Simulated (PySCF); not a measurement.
## Electronic structure of CH5O2Si (SMILES C[Si](O)O) (doublet) in real space

```xyz
9

C     1.2434   -0.3301    0.0224
Si   -0.4644    0.1378   -0.6886
O    -1.6618   -0.6361    0.1442
O    -0.8021    1.7113   -0.4699
H     1.5307   -1.3414   -0.2471
H     1.2265   -0.2615    1.1098
H     2.0091    0.3440   -0.3445
H    -1.6767   -1.5853    0.2075
H    -1.3912    1.9672    0.2410
```

Geometry: GFN2-xTB.

The calculation used UKS B3LYP, pcH-1 on C H O Si, non-relativistic, mean-field spin-orbit, GIAO (PySCF 2.14.0, density-fitted response routines).

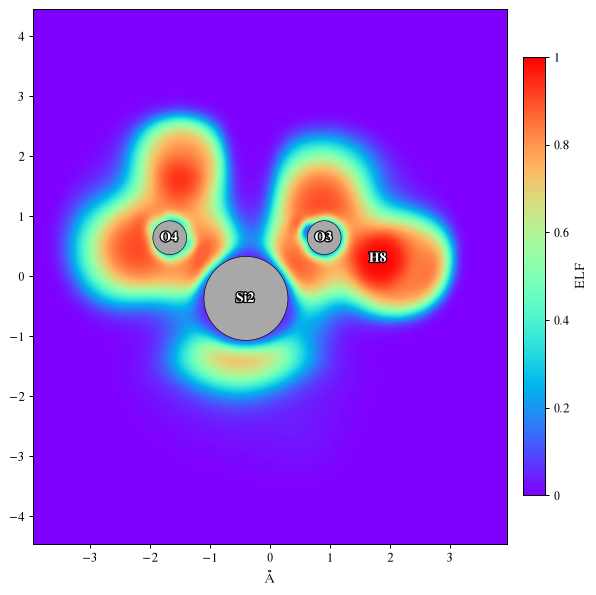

Figure 1. Electron localisation function on the plane of atoms Si2, O3 and H8. Grey discs cover the atomic cores.

Q: Interpret the plot.

A:
- The section cuts through Si, O and H sites.
- Si–O (1.62 Å): the ELF peaks at about 0.85 between the atoms: a polar covalent bond.
- O–H (0.95 Å): the ELF climbs to about 1 towards the hydrogen, as it does in any bond to H: a covalent bond by its length.
- The ELF also peaks beside O4 and O3, away from the bonds: non-bonding electrons, paired or unpaired.

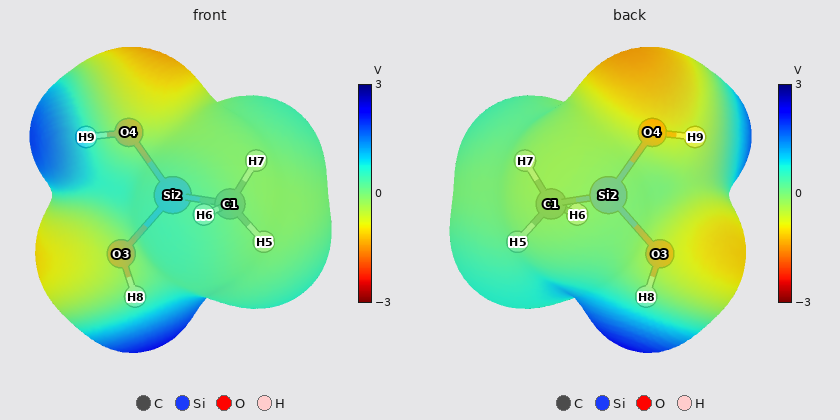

Figure 2. The molecular electrostatic potential painted on the density surface at 0.001 e/bohr³, seen from the front and from behind; the colour scale runs from red (negative) to blue (positive).

Q: Describe the electrostatic potential map.

A: The most negative region (about −1.4 V) lies over O4, the most positive (about +2.2 V) over H8. O4 is the likeliest acceptor of a hydrogen bond.
